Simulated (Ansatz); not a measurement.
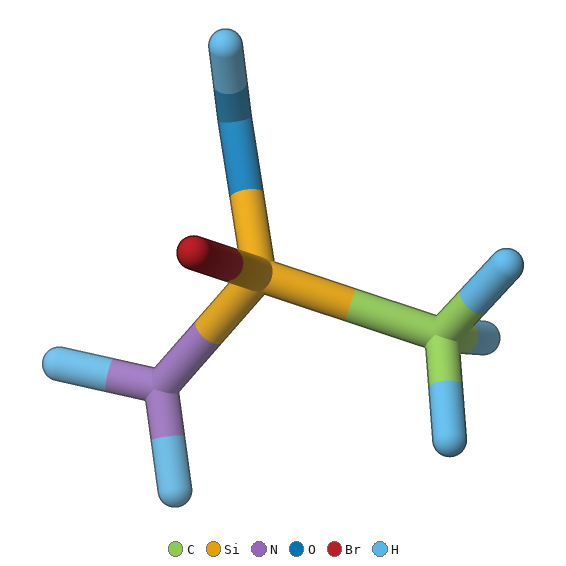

The geometry was computed by an optimisation with PBE-D4/def2-SVP. No frequency run is at hand to confirm it as a minimum.

Draw it as a skeletal formula.

SMILES: C[Si@](N)(O)Br

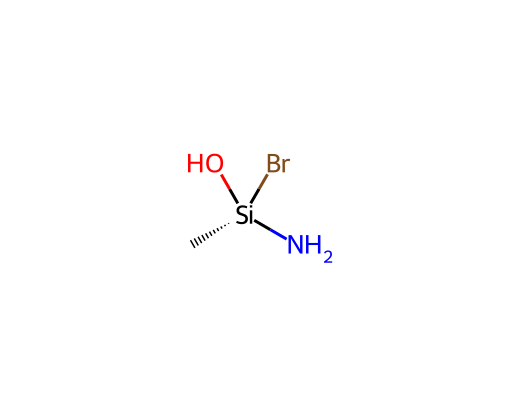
